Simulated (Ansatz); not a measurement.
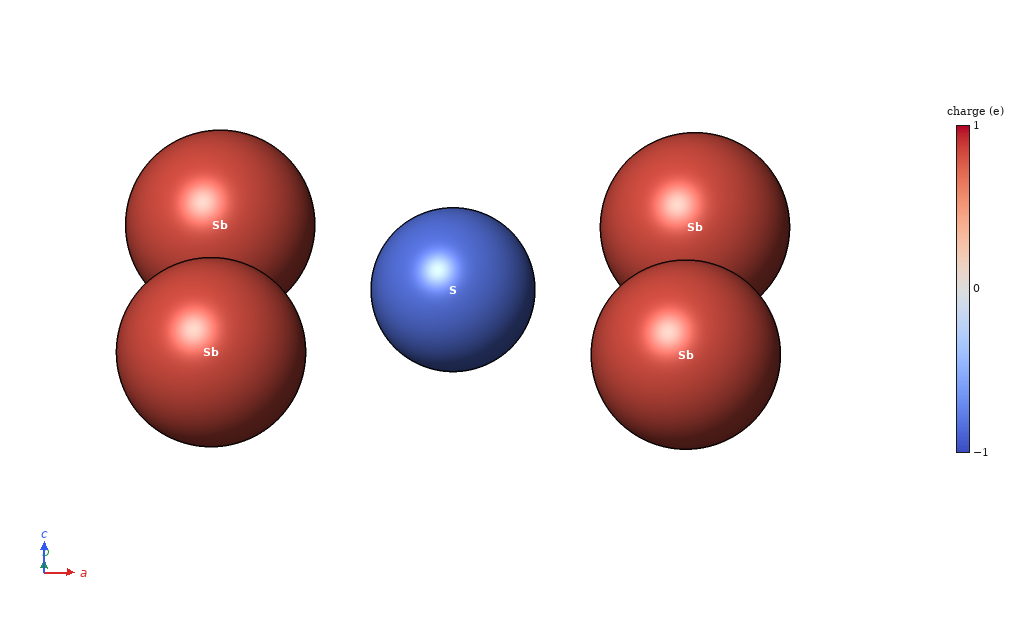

Crystal structure, spheres-only style, seen from the side at a slight tilt. The cell isn't outlined and the vacuum is left out. The atoms of this SbS cell are coloured by their Bader charge.

Electronic-structure method: DFT PBE, scalar-relativistic, plane waves, PAW in Ansatz 0.2.0. Parameters: a basis cut at 420 eV, 14×14×1 k-mesh, Gaussian smearing of 0.1 eV, no spin polarisation.

**Which way does the charge move?**

Most positive: Sb; most negative: S. Charges: about Sb +0.8 e; S -0.8 e.

Provenance: a structure type filled with these elements by a generator (whether the compound takes this form wasn't checked). Earlier steps of the study may have refined or changed the cell and positions. A calculation with Ansatz used it as input.
